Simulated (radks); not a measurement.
## P⁺: atomic calculation

- system: P⁺ (Z = 15, 14 electrons) in the configuration [He] 2s2 2p5.5 3s2 3p2 4f0.5 (2p: 3 up, 2.5 down, 3p: 2 up, 0 down, 4f: 0.5 up, 0 down).
- method: scalar-relativistic Kohn-Sham, exchange-only PBE, spin-polarised, spherical densities, point nucleus (the in-house radial solver radks)

### Summary

```
                       quantity                      value
                        outcome                  converged
                   total energy        −338.525723 hartree
                 kinetic energy         340.070342 hartree
        electron–nucleus energy        −797.935079 hartree
                 Hartree energy         141.034412 hartree
    exchange–correlation energy         −21.695397 hartree
radius at density 0.001 e/bohr³                  3.65 bohr
                 SCF iterations                         32
                       hardware  1 CPU thread, shared host
```

### Input file
```
Z 15
configuration [He] 2s2 2p5.5 3s2 3p2 4f0.5 4s0 3d0 4p0 5f0
relativity scalar-relativistic
functional pbe,
spin polarised
nucleus point
c 137.035999084
```

Energies in input and log are in hartree, lengths in bohr.

### Log
```
1s      1   1.0000         -77.76979292
2s      1   1.0000          -7.31962187
2p      1   3.0000          -5.53738635
3s      1   1.0000          -1.06680849
3p      1   2.0000          -0.70750428
4f      1   0.5000          -0.07325355
4s      1   0.0000          -0.25437277
3d      1   0.0000          -0.25515443
4p      1   0.0000          -0.18129990
5f      1   0.0000          -0.03874524
1s      2   1.0000         -77.72563961
2s      2   1.0000          -7.24323652
2p      2   2.5000          -5.44954682
3s      2   1.0000          -0.95115234
3p      2   0.0000          -0.59870747
4f      2   0.0000          -0.03461941
4s      2   0.0000          -0.21203685
3d      2   0.0000          -0.18136709
4p      2   0.0000          -0.13760363
5f      2   0.0000          -0.02206464
Etot -338.52572260254976
Ekin 340.07034185127725
Encl -797.9350790602201
Eh 141.03441185613337
Exc -21.695397249740285
err 1.958632632727763e-09
it 32
```

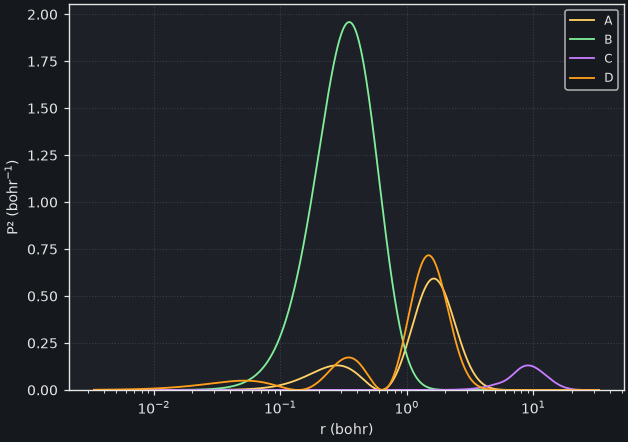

The radial probability densities P² of 4f up, 2p up, 3s up and 3p up. A is 3p up; B is 2p up; C is 4f up; D is 3s up. 2p up: outer maximum at 0.349 bohr, ⟨r⟩ = 0.475 bohr, 0 nodes, eigenvalue −150.7 eV; 3s up: outer maximum at 1.48 bohr, ⟨r⟩ = 1.72 bohr, 2 nodes, eigenvalue −29.0 eV; 3p up: outer maximum at 1.63 bohr, ⟨r⟩ = 1.95 bohr, 1 node, eigenvalue −19.3 eV; 4f up: outer maximum at 9.04 bohr, ⟨r⟩ = 10.4 bohr, 0 nodes, eigenvalue −1.99 eV.

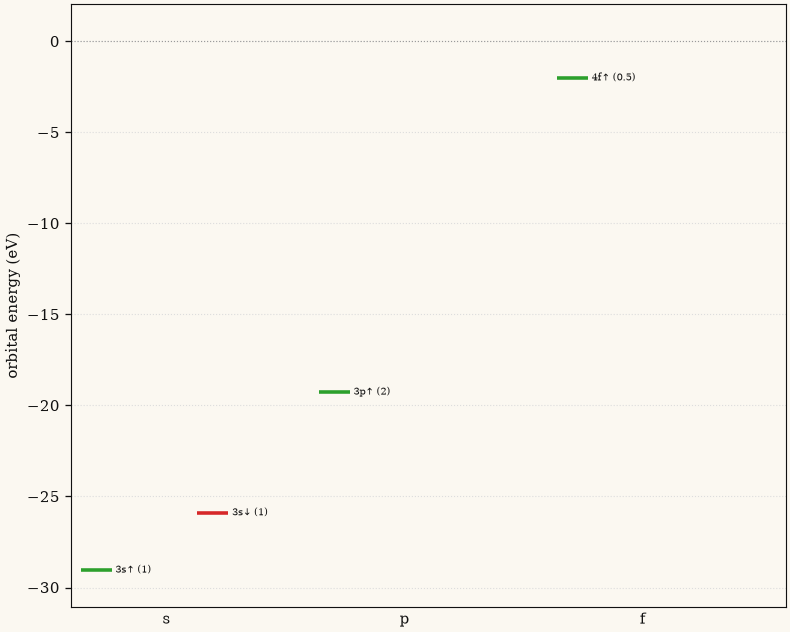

The outer levels are drawn (occupations in brackets, up spins at the left of each column and down spins at the right). The highest occupied level is 4f up at −1.99 eV. From the top down the occupied levels run 4f up (−1.99 eV), 3p up (−19.3 eV), 3s down (−25.9 eV), 3s up (−29.0 eV). The largest exchange splitting (down less up) among the shells drawn in both spins is that of 3s, 3.15 eV. The open 2p shell lies under a filled one.

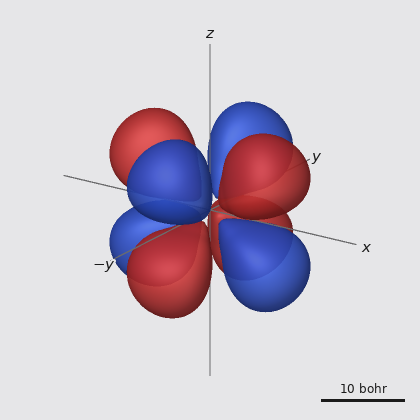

The 4f(z(x²−y²)) orbital of up spin. The radial function comes from the spherical calculation and is multiplied by a real spherical harmonic; the overall sign is chosen so that the largest lobe of P(r) is positive; at the scalar-relativistic level it is the large component. The surface of constant |ψ| that holds about 80 % of the electron is drawn, red where ψ is positive and blue where it is negative. It has the plane xy and two diagonal planes as nodes and no radial node. The maximum of P² lies at 9.04 bohr, ⟨r⟩ = 10.4 bohr, 90 % of the charge lies within 14.9 bohr, and the eigenvalue is −1.99 eV, with 0.5 electrons in the shell for this spin.
